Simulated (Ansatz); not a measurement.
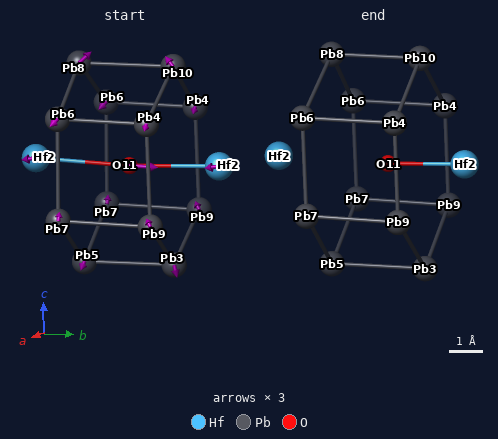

The structure of crystalline HfPb4O (a generated structure, set up in P1) (coarse preliminary run) before (left) and after (right) a relaxation, at one scale. The purple arrows give the displacements (the part carried along by the change of the cell is left out), 3 times their true length.

Style: ball-and-stick. Shown: the atoms within 5.0 Å of the atom that moves most (axes of the cell of the calculation), slightly off an axis.

Method: Ansatz, DFT PBE, scalar-relativistic, plane waves, PAW.

The input:
```yaml
crystal:
  lattice:
    - [-2.5546792449, 4.5644587895, -0.0389612338]
    - [-0.0162067563, -0.0591343167, 5.8885258389]
    - [8.0926477395, 4.8119168912, -0.0682564339]
  atoms:
    - { symbol: Hf, position: [0.9994672103, -0.0057831347, 0.0024844372] }
    - { symbol: Hf, position: [0.4979762356, -0.0007551107, 0.5058577917] }
    - { symbol: Pb, position: [0.4992011798, 0.7500279038, 0.1721693061] }
    - { symbol: Pb, position: [1.0057676983, 0.7399417244, 0.6667733978] }
    - { symbol: Pb, position: [0.5019842327, 0.2611294144, 0.170332317] }
    - { symbol: Pb, position: [0.9913927488, 0.2506149673, 0.6692848257] }
    - { symbol: Pb, position: [1.0065485425, 0.2546067952, 0.3328249112] }
    - { symbol: Pb, position: [0.5058733599, 0.2411889718, 0.8276782284] }
    - { symbol: Pb, position: [0.9959499679, 0.7544139596, 0.3266174778] }
    - { symbol: Pb, position: [0.5053818991, 0.754246491, 0.8299664409] }
    - { symbol: O, position: [0.4889751881, 0.5068594579, 0.4939665881] }
    - { symbol: O, position: [0.001481737, 0.4935085601, 1.0020442782] }
basis:
  ecutwfc: 420
kpoints:
  mp_grid: { grid: [4, 4, 4] }
hamiltonian:
  xc: pbe
scf:
  occupations: { method: gaussian, width: 0.2 }
  lower_state_search: "off"
output:
  forces: true
  stress: true
  eigenvalues: true
relax:
  adjacent_minimum: "off"
  f_tol: 0.025
  max_steps: 60
  cell: { stress_tol: 0.25 }
```

Command:
```bash
ansatz run input.yaml --threads 1 --pin off --max-ram 2560MiB --backend cpu --events-out ev --progress --plain --runs-dir out
```

**What changed between the two?**

The run was cut off at its time limit before the relaxation converged, so the last structure is only a point on the way. The largest move relative to the cell is that of O11, 0.31 Å along +b. Largest moves by element: O 0.31 Å, Pb 0.18 Å, Hf 0.16 Å. The volume changes by +6.5 %, with a 5.231 → 5.389 Å (+3.0 %), b 5.889 → 5.969 Å (+1.4 %), c 9.415 → 9.608 Å (+2.0 %), α 90.8° → 91.0°, β 88.5° → 88.3°, γ 90.9° → 91.0°. Among the contacts that change: Hf2–O11 2.994 → 3.500 Å, Hf2–O11 (another image) 2.900 → 2.473 Å, Pb6–Pb8 2.911 → 3.230 Å, Pb5–Pb7 2.975 → 3.222 Å. Among the angles between lasting bonds that change: Pb5–Pb8–Pb6 119.7° → 127.1°, Pb3–Pb9–Pb3 121.9° → 115.5°, Pb7–Pb6–Pb8 118.7° → 124.9°. The space group stays P1 (No. 1). The energy falls by 99.9 meV per atom in 2 geometry steps. Largest force component: 1 eV/Å at the start, 3.5 eV/Å at the end. The pressure goes from 3.10 to −0.79 GPa.
